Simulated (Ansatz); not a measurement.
# C₂H₇ClGe: molecular dynamics

System: C₂H₇ClGe, multiplicity 2.
Method: RHF/def2-SVP (Ansatz 0.2.0).

One setting was made poor on purpose. It belongs to a series of runs on one base structure; here: an input spoilt on purpose.

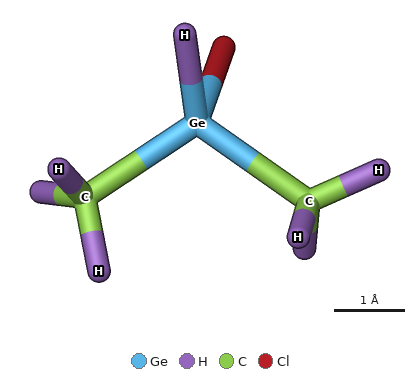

The structure as given in the input (stick view, seen at a tilt). Sticks mark near contacts.

Input file:
```yaml
crystal:
  periodic: [false, false, false]
  atoms:
    - { symbol: Ge, position_ang: [0.034386, -0.156215, 0.086734] }
    - { symbol: H, position_ang: [-0.183229, -0.131164, 1.58706] }
    - { symbol: C, position_ang: [1.801584, 0.136268, -0.713069] }
    - { symbol: H, position_ang: [2.321967, -0.805841, -0.514703] }
    - { symbol: H, position_ang: [1.607975, 0.271934, -1.75088] }
    - { symbol: H, position_ang: [2.481115, 0.90703, -0.324578] }
    - { symbol: Cl, position_ang: [-0.929239, 1.768031, -0.232171] }
    - { symbol: C, position_ang: [-0.818843, -1.718486, -0.666464] }
    - { symbol: H, position_ang: [-0.829954, -2.299205, 0.217537] }
    - { symbol: H, position_ang: [-1.748495, -1.520708, -1.134461] }
    - { symbol: H, position_ang: [-0.134256, -2.30485, -1.318186] }
magnetization:
  spin_polarized: true
  initial_magnetization: 1
basis:
  gaussian: { orbitals: def2-SVP }
hamiltonian:
  xc: hf
md:
  timestep: 0.5
  n_steps: 25
  ensemble: nvt_nose_hoover
  temperature: 100.0
  initial_velocities: maxwell_boltzmann
  seed: 270476
  nose_hoover: { tau: 50.0, chain_length: 3 }
```

Launch command:
```bash
ansatz run input.yaml --threads 2 --pin off --max-ram 3072MiB --backend cpu --events-out ev --progress --plain --runs-dir out
```

Output:
```
Error: a molecule whose nuclei and cores have a total charge of 68 cannot have a net charge of 0 together with 1 unpaired electrons
```

Outcome:

```json
{"quantity": "outcome", "value": "refused by the program"}
{"quantity": "hardware", "value": "2 threads of Arm Neoverse V1, 24 GiB of memory available, shared host"}
```

What went wrong:

The program refused the input: “a molecule whose nuclei and cores have a total charge of 68 cannot have a net charge of 0 together with 1 unpaired electrons” A deliberately poor setting: bad input.
